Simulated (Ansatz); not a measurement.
# Electron scattering at the Σ11 (332) boundary in bcc Ta, starting shift (0.5, 0.5), part 2 of 3

How much does the Σ11 (332) boundary in bcc Ta, starting shift (0.5, 0.5) reflect electrons?

Ansatz 0.2.0; Ansatz plane-wave DFT, PBE, PAW files; relaxation of a bicrystal slab with its lowest layers held; PAW set soft_1 (the session's first sound run).

So far. Step 2 (Relaxing the bicrystal): The largest force component on a free atom ends at 0.027 eV/Å, under the tolerance of 0.03, after 18 steps.

### Step 3. Transmission across the boundary

This step: Ansatz plane-wave DFT, PBE, PAW files; ballistic transport by layer matching (Landauer), zero bias; boundary relaxed in a short slab, bulk layers laid on; PAW set soft_1 (Ansatz 0.2.0).

System of this step: Σ11 (332) boundary in bcc Ta, starting shift (0.5, 0.5). The cell holds 61 atoms: 61 Ta. Cell: a = 4.671 Å, b = 5.477 Å, c = 50.603 Å, α = 90.0°, β = 90.0°, γ = 90.0°. It derives from Ta. Regions: lower grain, 25 atoms (25 Ta); boundary, 16 atoms (16 Ta); upper grain, 20 atoms (20 Ta). Vacuum lies along c.

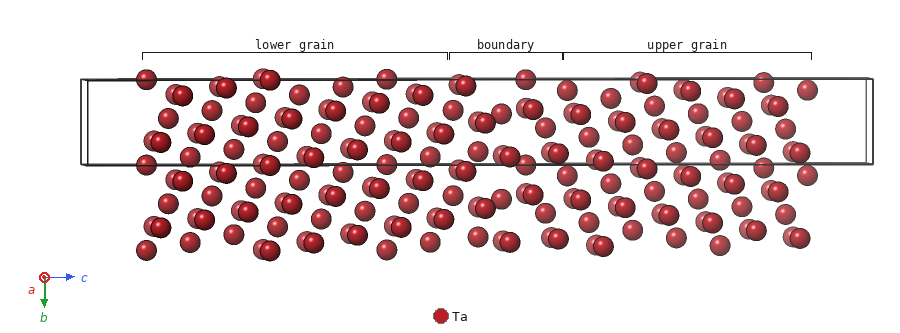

The cell of this step (tantalum red). 1×2×1 cells are drawn. Some periodic images of atoms are drawn too.

input.yaml reads:

```yaml
crystal:
  lattice:
    - [4.6705251426, 0.0, 0.0]
    - [0.0, 5.4766761838, 0.0]
    - [0.0, 0.0, 50.6029919231]
  atoms:
    - { symbol: Ta, position: [-16.5, 8.9999999999, 0.0790467095] }
    - { symbol: Ta, position: [-16.0, 8.7272727272, 0.0929610677] }
    - { symbol: Ta, position: [-15.5, 8.4545454545, 0.1068754259] }
    - { symbol: Ta, position: [-15.0, 8.1818181817, 0.1207897842] }
    - { symbol: Ta, position: [-14.5, 7.909090909, 0.1347041424] }
    - { symbol: Ta, position: [-14.0, 7.6363636363, 0.1486185007] }
    - { symbol: Ta, position: [-13.5, 7.3636363636, 0.1625328589] }
    - { symbol: Ta, position: [-13.0, 7.0909090908, 0.1764472172] }
    - { symbol: Ta, position: [-12.5, 6.8181818181, 0.1903615754] }
    - { symbol: Ta, position: [-12.0, 6.5454545454, 0.2042759336] }
    - { symbol: Ta, position: [-11.5, 6.2727272727, 0.2181902919] }
    - { symbol: Ta, position: [-11.0, 5.9999999999, 0.2321046501] }
    - { symbol: Ta, position: [-10.5, 5.7272727272, 0.2460190084] }
    - { symbol: Ta, position: [-10.0, 5.4545454545, 0.2599333666] }
    - { symbol: Ta, position: [-9.5, 5.1818181818, 0.2738477249] }
    - { symbol: Ta, position: [-9.0, 4.909090909, 0.2877620831] }
    - { symbol: Ta, position: [-8.5, 4.6363636363, 0.3016764413] }
    - { symbol: Ta, position: [-8.0, 4.3636363636, 0.3155907996] }
    - { symbol: Ta, position: [-7.5, 4.0909090909, 0.3295051578] }
    - { symbol: Ta, position: [-7.0, 3.8181818181, 0.3434195161] }
    - { symbol: Ta, position: [-6.5, 3.5454545454, 0.3573338743] }
    - { symbol: Ta, position: [-6.0, 3.2727272727, 0.3712482326] }
    - { symbol: Ta, position: [-5.5, 3.0, 0.3851625908] }
    - { symbol: Ta, position: [-5.0, 2.7272727272, 0.399076949] }
    - { symbol: Ta, position: [-4.5, 2.4545454545, 0.4129913073] }
    - { symbol: Ta, position: [0.0, 0.1818181818, 0.4269056655] }
    - { symbol: Ta, position: [0.5, 0.9113789977, 0.4405021196] }
    - { symbol: Ta, position: [0.0, 0.635020168, 0.4534107873] }
    - { symbol: Ta, position: [0.5, 0.3658126857, 0.4696196878] }
    - { symbol: Ta, position: [0.0, 0.0721681294, 0.4815199576] }
    - { symbol: Ta, position: [0.5, 0.8504028545, 0.5014022858] }
    - { symbol: Ta, position: [0.0, 0.5080427916, 0.506308374] }
    - { symbol: Ta, position: [0.5, 0.4082344068, 0.5311890905] }
    - { symbol: Ta, position: [0.0, -0.0948249817, 0.5377206594] }
    - { symbol: Ta, position: [0.5, 0.008283923, 0.5621954006] }
    - { symbol: Ta, position: [0.0, 0.3506630292, 0.5671587616] }
    - { symbol: Ta, position: [0.5, 0.5736062216, 0.5872674358] }
    - { symbol: Ta, position: [0.0, 0.8675034382, 0.5993138495] }
    - { symbol: Ta, position: [0.5, 0.1365034463, 0.6150250889] }
    - { symbol: Ta, position: [0.0, 0.4100937339, 0.6277958961] }
    - { symbol: Ta, position: [0.5, 0.6836840175, 0.6426661257] }
    - { symbol: Ta, position: [-4.0, 2.9564112902, 0.6565804839] }
    - { symbol: Ta, position: [-4.5, 3.2291385629, 0.6704948422] }
    - { symbol: Ta, position: [-5.0, 3.5018658356, 0.6844092004] }
    - { symbol: Ta, position: [-5.5, 3.7745931084, 0.6983235587] }
    - { symbol: Ta, position: [-6.0, 4.0473203811, 0.7122379169] }
    - { symbol: Ta, position: [-6.5, 4.3200476538, 0.7261522751] }
    - { symbol: Ta, position: [-7.0, 4.5927749265, 0.7400666334] }
    - { symbol: Ta, position: [-7.5, 4.8655021993, 0.7539809916] }
    - { symbol: Ta, position: [-8.0, 5.138229472, 0.7678953499] }
    - { symbol: Ta, position: [-8.5, 5.4109567447, 0.7818097081] }
    - { symbol: Ta, position: [-9.0, 5.6836840174, 0.7957240664] }
    - { symbol: Ta, position: [-9.5, 5.9564112902, 0.8096384246] }
    - { symbol: Ta, position: [-10.0, 6.2291385629, 0.8235527828] }
    - { symbol: Ta, position: [-10.5, 6.5018658356, 0.8374671411] }
    - { symbol: Ta, position: [-11.0, 6.7745931083, 0.8513814993] }
    - { symbol: Ta, position: [-11.5, 7.0473203811, 0.8652958576] }
    - { symbol: Ta, position: [-12.0, 7.3200476538, 0.8792102158] }
    - { symbol: Ta, position: [-12.5, 7.5927749265, 0.8931245741] }
    - { symbol: Ta, position: [-13.0, 7.8655021992, 0.9070389323] }
    - { symbol: Ta, position: [-13.5, 8.1382294719, 0.9209532905] }
kpoints:
  mp_grid: { grid: [6, 5, 1] }
hamiltonian:
  xc: pbe
  pseudopotentials: { kind: paw, azcp: { folder: soft_1 } }
scf:
  occupations: { method: fermi_dirac, width: 0.1 }
output:
  transmission:
    leads: [[13, 14], [49, 50]]
    kmesh: [14, 12]
    e_range: [-0.1, 0.1]
    de: 0.05
  write_potential: true
  write_density: true
  volumetric_format: npy
  elf: true
```

Started as:

```sh
$ ansatz run input.yaml --threads 4 --pin off --max-ram 15360MiB --backend cpu --events-out ev --progress --plain --runs-dir out
```

Numbers of over 12 decimals in the logs are rounded to 6 here.

Output:

```text
[...]
Crystal: 61 atoms, lattice volume = 1294.372 Å³
Basis set: ecut = 420 eV, 25197 PW (Γ)
Bands: 476, of which v1, the nominal top of the filled ones, is band 397 counted from 1 (396 counted from 0)
Symmetry: 2 space group operations
[...]
k-points: 12 of 30 (time reversal used)
[...]
SCF iter   1: F=—  HF=-605938.685396 eV  |F-HF|=—  |Δ(HF+E_count)|=         —  Δρ=5.13e-2  dr2=1.51e3  ethr=3.10e-3  ⟨swp⟩=9.3  Hψ=25857  notcnv=0  defer=23
[...]
SCF iter  14: F=-605916.122217 eV  HF=-605916.122217 eV  |F-HF|=3.49e-10  |Δ(HF+E_count)|=  5.82e-10  Δρ=6.50e-8  dr2=1.41e-10  ethr=1.00e-12  ⟨swp⟩=1.0  Hψ=11436  notcnv=0
SCF 1 converged in 14 iterations: F = -605916.122217 eV  dr2 = 1.41e-10
[...]
transmission: 360 of 3584 steps passed
transmission: 720 of 3584 steps passed
[...]
transmission: 3584 of 3584 steps passed
WARN: The input density's exchange-correlation potential varies sharply where the density is thin. Do not read a vacuum level from v_tot or v_xc, or from such a field of the output density. On a cell that repeats whose density bears no net charge and no dipole along the vacuum's axis use v_es (v_loc + v_h of the components); under efield.dipole_correction with no amplitude use v_es + v_field, which holds any external [...]
SCF converged after 14 iterations
an eigenvalue changed by more than its tolerance at an iteration that met the thresholds in force, so the SCF went on 2 times: the last check was not made
the last check of whether an eigenvalue changes by more than its tolerance under the output density was not made (no_room)
Free energy (F): -605916.122217 eV
[...]
Internal energy: -605913.502685 eV  (E = F + TS)
E sigma→0 (E₀):  -605914.812451 eV
Entropy (-TS):   -2.619531 eV (-42.943 meV/atom)
Fermi energy:    15.265348 eV
[...]
--- Band table (eV; the first three rows and the last of 12) ---
  k-point 0: bands = [... 393 lower, 15.1826, 15.2259, 15.3009, 15.3652, 15.3749, 15.3781, 15.4700, 15.5097, ... 75 higher]
  k-point 1: bands = [... 393 lower, 15.2997, 15.3560, 15.3985, 15.4047, 15.4426, 15.4846, 15.5179, 15.5924, ... 75 higher]
  k-point 2: bands = [... 393 lower, 15.2275, 15.2598, 15.2869, 15.3144, 15.3245, 15.3471, 15.3707, 15.4050, ... 75 higher]
  k-point 11: bands = [... 393 lower, 15.1368, 15.1916, 15.2259, 15.2965, 15.3060, 15.3850, 15.4178, 15.4219, ... 75 higher]
--- Transmission ---
  basis      : 225 plane waves across, 64 finite elements along
  points     : 56, standing for a mesh of 14 x 12
  energies   : 5 from -0.100000 to 0.100000 eV about the Fermi level, 0.050000 eV apart; the leads are filled to 0.000000 eV, and channels, transmission and decay are at 0.000000 eV
  crystal 0  : Ta4, at the sites [13, 14], period 2.8164 Å, over 18.31 Å; its Hamiltonian steps by up to 31.1 meV: too much for a lead, lay more layers or, if its atoms are ordered, name the step of that order
    offset         : up to 0.0000 Å between an atom of the period and one for which it stands
    channels       : 5.732143e0 a spin
    conductance    : none, the energies end too early or step too widely for 300 K: set another output.transmission.e_range or a lower de, or, where they end at an eighth of basis.ecutwfc, a higher one
[...]
channels       : 5.732143e0 a spin
[...]
junction   : crystal 0 to crystal 1, 13.51 to 37.10 Å
    transmission   : 2.121216e0 a spin
[...]
```

It took 20 min on 4 threads of Arm Neoverse V2, shared host; peak memory 11 GiB; 74 min of CPU time.

Numbers from this step:

```
free energy                                    : -605916.1222 eV
energy at zero smearing                        : -605914.8125 eV
Fermi energy                                   : 15.27 eV
cell area                                      : 25.58 Å²
transmission per spin nearest the Fermi level  : 2.121
open channels per spin nearest the Fermi level : 5.732
open channels per spin, upper lead             : 5.732
step of the lead's potential                   : 31.1 meV
step of the upper lead's potential             : 30 meV
```

Per spin. Transmission, zone mean against energy, zero at the Fermi level:

```csv
energy (eV),"transmission, zone mean"
-0.1000,2.30
-0.0500,2.21
0.0000,2.12
0.0500,2.03
0.1000,1.91
```

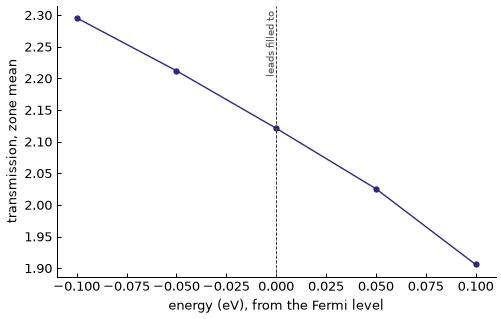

Transmission, zone mean against energy.

Per spin. Open channels, zone mean against energy, zero at the Fermi level:

```csv
energy (eV),lead,upper lead
-0.1000,6.17,6.17
-0.0500,5.91,5.91
0.0000,5.73,5.73
0.0500,5.47,5.47
0.1000,5.32,5.29
```

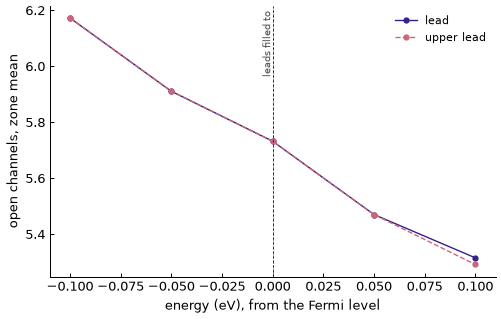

Open channels, zone mean, plotted against energy.

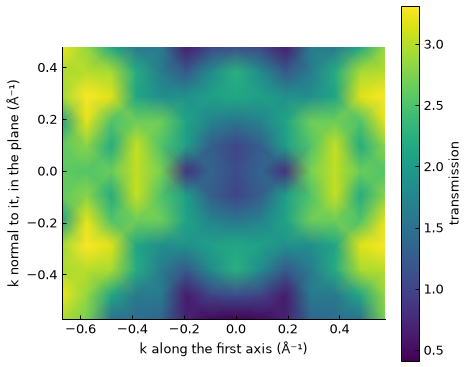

Transmission over k1 and k2. At 0.0000 eV from the Fermi level.

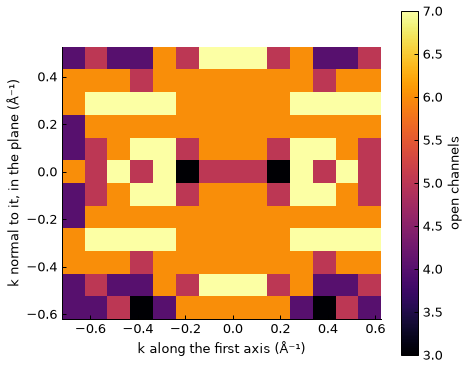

Open channels over k1 and k2. At 0.0000 eV from the Fermi level.

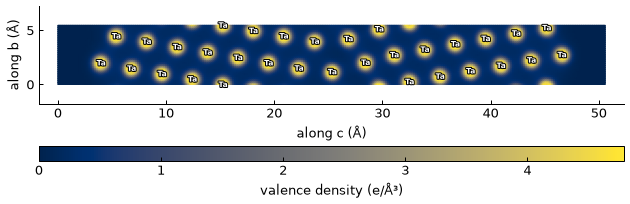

Valence density in the cb plane at fractional x = 0.500, with atoms of Ta within 0.2 Å of it. It is the smooth field of the valence electrons, not physical close to the nuclei. The map starts off the cell's origin, so that atoms lie inside it.

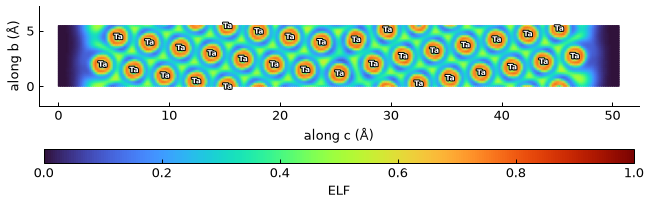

ELF in the cb plane at fractional x = 0.500, with atoms of Ta within 0.2 Å of it. It is the smooth field of the valence electrons, not physical close to the nuclei. The map starts off the cell's origin, so that atoms lie inside it.

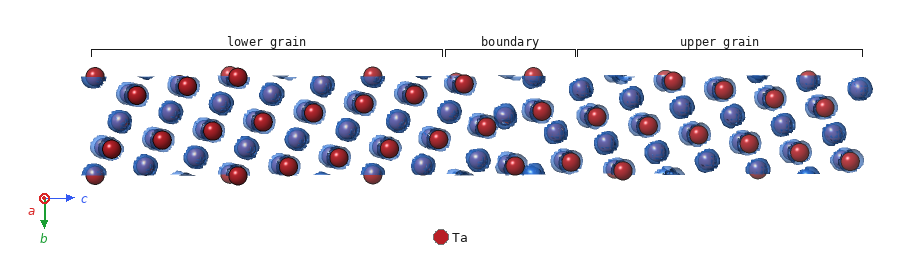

Surface of ELF = 0.71.

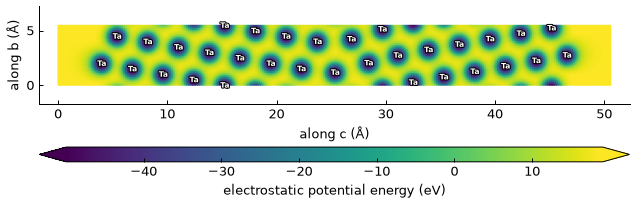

Electrostatic potential energy in the cb plane at fractional x = 0.500, with atoms of Ta within 0.2 Å of it. With pseudopotentials it is smooth inside the atoms' cores, unlike the true potential. The map starts off the cell's origin, so that atoms lie inside it.

Over the solved energies the transmission per spin lies between 1.91 and 2.30, out of 5.72 channels of the lead on average (up to 6.17). The log calls the step of a lead's potential too much.

### Step 4. Specific resistance

This step: Ansatz plane-wave DFT, PBE, PAW files; ballistic transport by layer matching (Landauer), zero bias; specific resistance of the boundary; PAW set soft_1 (Ansatz 0.2.0).

This step gave:

- area resistance: 0.9857 fΩ m²
- T over the leads' mean channel count: 0.3694

Averaged over the energies near the Fermi level, 36.9 % of the channels pass, which makes 0.986 fΩ m².

By hand, with T and the leads' channels N averaged over the energies near the Fermi level: RA = A (h/2e²)(1/T − ½[1/N₁ + 1/N₂]) = 25.58×10⁻²⁰ m² × 12 906 Ω × (1/2.112 − ½[1/5.720 + 1/5.715]) = 0.986 fΩ m².

(Continued in part 3 of 3.)

[Logs are printed without paths, hosts, clocks, repeated set-up lines and the standing remarks that a program may print on its own settings, such as how far it seeks lower states.]

[Hosts, paths, dates, database ids (printed as entryN), source tags and the programs' standing remarks are cut or masked in the printed files.]
